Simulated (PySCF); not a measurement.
**What a change does: NMR shielding calculation on C$_{6}$H$_{10}$OSi**

System: C$_{6}$H$_{10}$OSi.
Method of run A: GIAO PBE0/6-311G** NMR shielding, non-relativistic, gas phase (PySCF 2.14.0).

The geometry comes from this level: GFN2-xTB. Text and figures count atoms from 1; the logs count them from 0 in places.

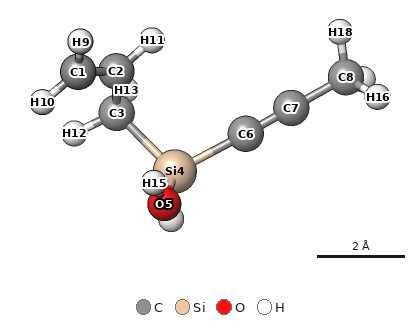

The structure (ball-and-stick view, seen at a tilt; atoms are numbered from 1 in the order of the input). Bond lengths as drawn: C–C 1.21 to 1.49 Å, C–H 1.08 to 1.09 Å, C–Si 1.85 to 1.92 Å, H–O 0.95 Å, H–Si 1.46 Å and O–Si 1.63 Å.

## Input file, run A
```
{"job": {"kind": "nmr", "xc": "PBE0", "basis": "6-311G**", "pop": true}, "charge": 0, "multiplicity": 1}
C     -2.975469     0.683565     0.040072
C     -1.820556     0.417623    -0.547145
C     -1.314439    -0.948041    -0.838114
Si    -0.002596    -1.458471     0.467006
O     -0.623268    -1.348232     1.968439
C      1.442077    -0.329561     0.218662
C      2.371538     0.411148     0.018823
C      3.488880     1.297872    -0.215852
H     -3.291066     1.690056     0.257707
H     -3.665540    -0.100394     0.309852
H     -1.147361     1.225381    -0.806475
H     -2.137170    -1.663127    -0.823649
H     -0.865874    -0.973534    -1.830019
H      0.373868    -2.863890     0.379695
H     -1.173375    -0.611264     2.221364
H      3.990035     1.525728     0.724576
H      4.201019     0.823829    -0.891014
H      3.140537     2.227626    -0.665582
```

The first line tells a small driver script what to run in PySCF; the rest is the geometry in Å.

Launched with:
```bash
OMP_NUM_THREADS=1 python <driver script> task.json out
```

Hardware: 1 CPU thread, shared host.

## Output (run A)
```
coarse grid: 15432 points
cycle   1  E = -598.8009403385  dE =  9.276e-01  |g| = 8.449e-01  |ddm| = 3.458e+00
cycle   2  E = -598.6801305214  dE =  1.208e-01  |g| = 1.171e+00  |ddm| = 1.670e+00
cycle   3  E = -598.9391665313  dE = -2.590e-01  |g| = 1.608e-01  |ddm| = 1.125e+00
cycle   4  E = -598.9443295332  dE = -5.163e-03  |g| = 5.652e-02  |ddm| = 1.616e-01
cycle   5  E = -598.9447801058  dE = -4.506e-04  |g| = 3.869e-02  |ddm| = 6.094e-02
cycle   6  E = -598.9451358146  dE = -3.557e-04  |g| = 5.322e-03  |ddm| = 2.739e-02
cycle   7  E = -598.9451421269  dE = -6.312e-06  |g| = 1.680e-03  |ddm| = 7.012e-03
final grid: 144104 points
cycle   8  E = -598.9449785318  dE = -4.107e-05  |g| = 9.342e-03  |ddm| = 3.778e-02
cycle   9  E = -598.9449623678  dE =  1.616e-05  |g| = 1.258e-02  |ddm| = 1.702e-02
cycle  10  E = -598.9449982206  dE = -3.585e-05  |g| = 1.792e-03  |ddm| = 1.060e-02
cycle  11  E = -598.9449989350  dE = -7.144e-07  |g| = 2.363e-04  |ddm| = 1.342e-03
cycle  12  E = -598.9449989442  dE = -9.249e-09  |g| = 1.576e-04  |ddm| = 3.281e-04
cycle  13  E = -598.9449989497  dE = -5.485e-09  |g| = 4.076e-05  |ddm| = 1.369e-04
cycle  14  E = -598.9449989500  dE = -3.026e-10  |g| = 2.034e-05  |ddm| = 3.915e-05
converged SCF energy = -598.9449989500

GIAO shielding tensors (ppm)
atom      isotropic    diamagn.    paramagn.     s11        s22        s33       span
  0 C       73.490     253.670    -180.180    -35.959     96.227    160.203    196.162
  1 C       49.058     256.921    -207.863    -69.985     50.083    167.078    237.063
  2 C      159.470     252.597     -93.127    145.542    161.387    171.481     25.939
  3 Si     392.672     878.661    -485.989    362.972    379.351    435.694     72.722
  4 O      316.275     391.453     -75.177    290.386    310.383    348.057     57.671
  5 C      103.941     266.811    -162.870     16.387     23.527    271.910    255.524
  6 C       80.758     275.601    -194.843    -13.709     -6.891    262.873    276.583
  7 C      184.940     242.774     -57.835    176.494    177.032    201.293     24.799
  8 H       26.838      31.319      -4.482     23.673     25.926     30.914      7.241
  9 H       26.797      31.735      -4.938     23.135     26.128     31.129      7.994
 10 H       25.560      34.891      -9.331     23.401     24.500     28.778      5.378
 11 H       30.233      32.282      -2.049     26.696     29.236     34.766      8.070
 12 H       30.365      32.463      -2.098     27.958     28.106     35.032      7.074
 13 H       27.098      29.405      -2.307     23.815     25.073     32.405      8.589
 14 H       30.144      33.035      -2.890     21.613     26.763     42.057     20.444
 15 H       30.051      27.855       2.195     25.166     28.329     36.657     11.490
 16 H       30.087      27.556       2.531     25.206     28.363     36.693     11.487
 17 H       30.115      29.548       0.567     25.069     28.830     36.446     11.378
```

For run B the input was changed thus:
```diff
-"basis": "6-311G**"
-"pop": true
+"basis": "pcSseg-1"
```

Predict how the results change.

The total energy of run B is 81.6 kcal/mol higher, which measures the change of basis and not a stability. The HOMO goes from −7.06 to −7.13 eV. The dipole moment goes from 2.30 to 2.21 D. Of all shieldings, the largest change is that of C1, by −5.9 ppm. The number of SCF iterations is the same. The basis functions go from 212 to 193.

## Output (run B)
```
coarse grid: 15432 points
cycle   1  E = -598.6184865024  dE =  9.177e-01  |g| = 8.198e-01  |ddm| = 4.093e+00
cycle   2  E = -598.5113222000  dE =  1.072e-01  |g| = 1.121e+00  |ddm| = 1.685e+00
cycle   3  E = -598.7507679255  dE = -2.394e-01  |g| = 1.532e-01  |ddm| = 1.096e+00
cycle   4  E = -598.7555639658  dE = -4.796e-03  |g| = 5.247e-02  |ddm| = 1.632e-01
cycle   5  E = -598.7559665832  dE = -4.026e-04  |g| = 3.521e-02  |ddm| = 5.906e-02
cycle   6  E = -598.7562634458  dE = -2.969e-04  |g| = 4.871e-03  |ddm| = 2.844e-02
cycle   7  E = -598.7562687823  dE = -5.336e-06  |g| = 1.537e-03  |ddm| = 5.826e-03
final grid: 144104 points
cycle   8  E = -598.8148816050  dE = -3.281e-05  |g| = 9.509e-03  |ddm| = 4.224e-02
cycle   9  E = -598.8148645822  dE =  1.702e-05  |g| = 1.302e-02  |ddm| = 1.876e-02
cycle  10  E = -598.8149027065  dE = -3.812e-05  |g| = 1.713e-03  |ddm| = 1.113e-02
cycle  11  E = -598.8149033727  dE = -6.661e-07  |g| = 2.079e-04  |ddm| = 1.397e-03
cycle  12  E = -598.8149033801  dE = -7.389e-09  |g| = 1.259e-04  |ddm| = 2.662e-04
cycle  13  E = -598.8149033836  dE = -3.499e-09  |g| = 2.810e-05  |ddm| = 1.172e-04
cycle  14  E = -598.8149033837  dE = -1.592e-10  |g| = 6.864e-06  |ddm| = 3.251e-05
converged SCF energy = -598.8149033837

GIAO shielding tensors (ppm)
atom      isotropic    diamagn.    paramagn.     s11        s22        s33       span
  0 C       67.592     254.431    -186.839    -43.787     89.557    157.008    200.795
  1 C       43.677     258.577    -214.899    -77.424     43.616    164.840    242.263
  2 C      156.246     256.083     -99.837    142.447    158.094    168.197     25.749
  3 Si     392.633     881.504    -488.872    363.887    379.849    434.163     70.276
  4 O      312.524     390.072     -77.548    287.529    306.702    343.340     55.811
  5 C       99.401     260.911    -161.510      9.792     17.564    270.847    261.055
  6 C       76.402     275.629    -199.227    -19.887    -13.020    262.112    281.999
  7 C      181.251     251.917     -70.666    172.825    173.364    197.563     24.738
  8 H       26.468      30.946      -4.478     23.259     25.490     30.654      7.395
  9 H       26.454      31.334      -4.881     22.803     25.738     30.820      8.018
 10 H       25.335      35.504     -10.168     23.243     24.257     28.506      5.264
 11 H       29.932      31.941      -2.008     26.309     28.652     34.836      8.527
 12 H       29.981      32.953      -2.973     27.321     27.640     34.981      7.660
 13 H       26.887      29.324      -2.437     23.420     24.957     32.284      8.864
 14 H       29.608      34.196      -4.588     20.838     26.178     41.809     20.972
 15 H       29.628      27.130       2.498     24.623     27.837     36.425     11.802
 16 H       29.678      26.631       3.046     24.693     27.861     36.479     11.786
 17 H       29.708      31.113      -1.404     24.520     28.375     36.230     11.710
```

## The two runs side by side

```csv
quantity,run A,run B
outcome,converged,converged
total energy (hartree),−598.944999,−598.814903
HOMO (eV),−7.06,−7.13
LUMO (eV),0.06,0.01
dipole moment (D),2.30,2.21
shielding of C1 (ppm),73.5,67.6
shielding of C2 (ppm),49.1,43.7
shielding of C3 (ppm),159.5,156.2
shielding of O5 (ppm),316.3,312.5
shielding of C6 (ppm),103.9,99.4
shielding of C7 (ppm),80.8,76.4
shielding of C8 (ppm),184.9,181.3
SCF iterations,14,14
basis functions,212,193
wall time (shared host),55 s,50 s
```
